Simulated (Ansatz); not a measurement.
Cubic perovskite CsCaF3, treated with r²SCAN+rVV10 (Ansatz, a first-principles code, PAW).

Numerical settings: plane-wave cutoff 560 eV, 8×8×8 k mesh, Fermi–Dirac smearing 0.01 eV, scalar-relativistic PAW data made under PBE.

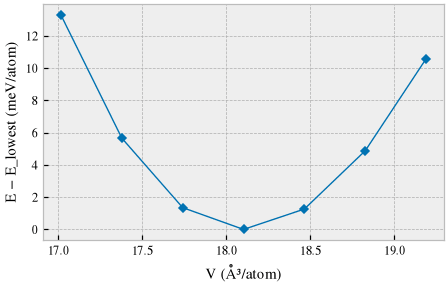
Fig. 1. Total energy against volume

Problem. From the curve, estimate the equilibrium volume and the bulk modulus.

Solution. V0 ≈ 18.1 Å³/atom and B0 ≈ 58 GPa; the fit gives V0 = 18.102 Å³/atom, B0 = 58.1 GPa, B′ = 4.8.

Measured, for comparison: bulk modulus 50.9 GPa (room temperature, no zero-point or thermal correction; as tabulated in Vaitheeswaran et al. (2016), arXiv:1609.00541). Computed (rounded) less measured: bulk modulus +14 %.

Note: the relaxation could not lower the start's symmetry, so the cell can be a saddle point above a distorted one.

Spin–orbit coupling is not included.

The computed numbers hold no vibrational or temperature effects.

Cost on a shared machine: roughly 2.1 core-minutes.
